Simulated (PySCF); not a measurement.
**C4H6F3N: density, localisation and related maps**

The calculation's input:

```
{"job": {"kind": "nmr", "xc": "PBE", "basis": "pcSseg-1", "pop": false}, "charge": 0, "multiplicity": 1}
C     -1.547361    -0.739233     0.299433
C     -0.373630     0.076735    -0.138589
C     -0.647663     1.192370    -1.095056
N      0.783113    -0.170957     0.265427
C      2.000142    -0.416885     0.720792
F      2.834454     0.669416     0.728335
F      2.631504    -1.355113    -0.003253
F      2.038655    -0.847463     2.016663
H     -1.860520    -1.378025    -0.525550
H     -2.383320    -0.092772     0.555170
H     -1.288695    -1.366606     1.147173
H     -1.182819     1.982962    -0.570670
H     -1.281079     0.845598    -1.908144
H      0.277219     1.599973    -1.491731
```

Command:

```sh
OMP_NUM_THREADS=1 python ens_run.py task.json out
```

Geometry: GFN2-xTB; a saddle point, not a minimum.

Level of theory: PySCF, PBE/pcSseg-1, SCF density, gas phase, non-relativistic.

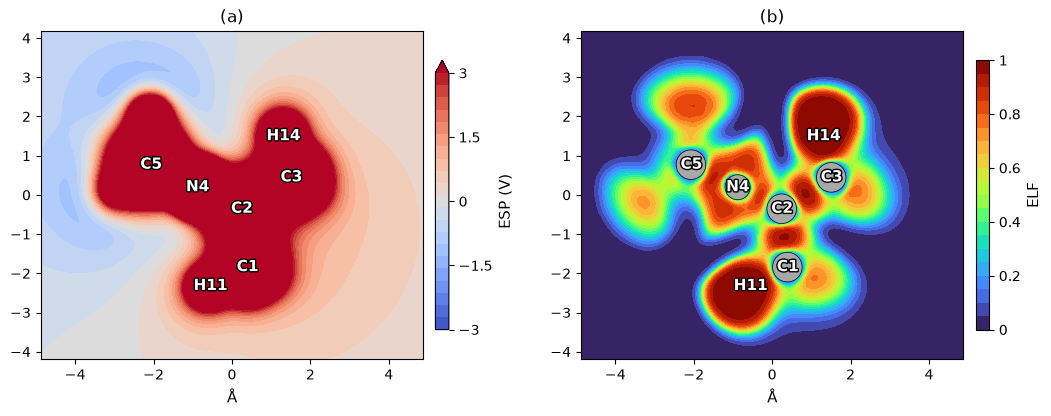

Figure 1. (a) electrostatic potential; (b) ELF on the plane of atoms C1, C2 and C3. Grey discs cover the atomic cores in the ELF map.

Question: Describe what can be read from this map.

Answer:
- The section cuts through C, N and H sites.
- C–N (1.25 Å): the ELF peaks at about 0.85 between the atoms: a multiple bond.
- C–C (1.49 Å): the ELF peaks at about 0.95 between the atoms; a covalent bond.
- C–H (1.09 Å): the ELF climbs to about 1 towards the hydrogen, as it does in any bond to H: a covalent bond by its length.
- C–N (1.32 Å): the ELF peaks at about 0.90 between the atoms: localised, covalent bonding.
- The ELF also peaks beside N4 and F6, away from the bonds: lone-pair regions.
- Outside the dense part of the molecule the potential is most negative (−1.1 V) near F6, which lies off the plane.

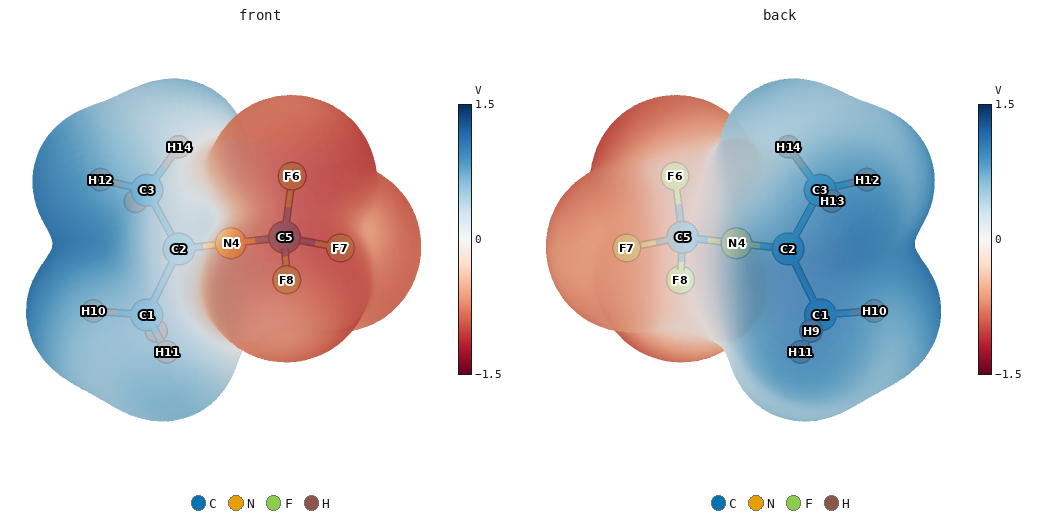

Figure 2. The electrostatic potential painted on the density surface at 0.001 e/bohr³, seen from the front and from behind; the colour scale runs from red (negative) to blue (positive).

Question: Describe the electrostatic potential map.

Answer: The most negative region (about −1.1 V) lies over F6 and F8, the most positive (about +1.1 V) over the C and H atoms.

Question: What dipole moment does the calculation give?

Answer: Its dipole moment is 4.78 D.
